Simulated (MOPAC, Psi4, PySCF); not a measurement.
Interaction energy of H4OSi ··· H4OSi (SMILES O[SiH3] and O[SiH3]). Monomers: optimised at B3LYP-D3(BJ) (def2-TZVP), held rigid. Orientation: lowest of the rigid-body minima from ten starts at GFN2-xTB. Only R, the distance of the centres of mass, is varied, so the lowest point isn't the relaxed dimer.

Geometry at R = 3.87 Å (first 6 atoms: monomer A):
```
12

Si    -0.3976     0.0410    -0.0077
O      1.2107     0.3680    -0.2002
H     -0.7448    -0.1760     1.4189
H     -1.1140     1.2236    -0.5238
H     -0.8050    -1.1668    -0.7679
H      1.8507    -0.2898     0.0807
Si     2.5340    -3.1321     0.9151
O      3.0646    -1.6163     0.5256
H      3.1447    -3.6180     2.1775
H      1.0715    -3.0179     1.0771
H      2.8479    -4.1129    -0.1536
H      4.0034    -1.4814     0.3780
```

Levels: PM6, restricted, heats of formation (MOPAC); RHF/6-31G* = PySCF with restricted Hartree-Fock/6-31G*, spherical d, no counterpoise correction; RKS-M06-2X/6-31G* = PySCF with restricted M06-2X/6-31G*, spherical d, no counterpoise correction; SCS-MP2/aug-cc-pVDZ = DF-SCS-MP2/aug-cc-pVDZ, frozen core, counterpoise-corrected in Psi4 1.11; PBE/def2-TZVP, counterpoise-corrected (Psi4).

Interaction energies in kJ/mol (negative: bound); R is the distance of the centres of mass, d the H6···O8 distance.

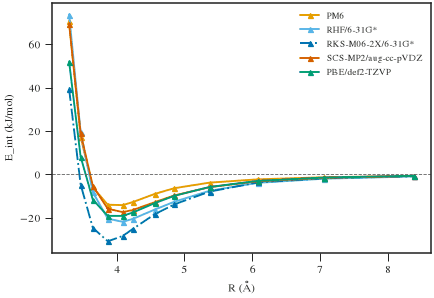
Figure. Interaction energy against separation.

```csv
R / Å,d / Å,PM6,RHF/6-31G*,RKS-M06-2X/6-31G*,SCS-MP2/aug-cc-pVDZ,PBE/def2-TZVP
3.30,1.28,70.52,73.65,39.33,69.32,51.88
3.47,1.45,17.18,19.31,-4.75,18.96,8.03
3.65,1.63,-5.99,-8.32,-24.74,-5.43,-11.76
3.87,1.85,-14.06,-20.49,-30.92,-15.92,-19.20
4.09,2.07,-14.23,-21.93,-28.48,-17.46,-19.20
4.24,2.22,-12.83,-20.58,-25.21,-16.49,-17.62
4.56,2.54,-9.09,-16.32,-18.45,-12.90,-13.36
4.85,2.83,-6.43,-12.68,-13.90,-9.79,-9.96
5.37,3.35,-3.87,-7.64,-8.01,-5.94,-5.88
6.08,4.06,-2.36,-3.96,-3.77,-3.25,-3.07
7.06,5.04,-1.38,-2.04,-1.85,-1.64,-1.50
8.38,6.36,-0.77,-1.03,-0.92,-0.79,-0.74
```

Lowest grid point: PM6 -14.23 kJ/mol at R = 4.09 Å; RHF/6-31G* -21.93 kJ/mol at R = 4.09 Å; RKS-M06-2X/6-31G* -30.92 kJ/mol at R = 3.87 Å; SCS-MP2/aug-cc-pVDZ -17.46 kJ/mol at R = 4.09 Å; PBE/def2-TZVP -19.20 kJ/mol at R = 4.09 Å.
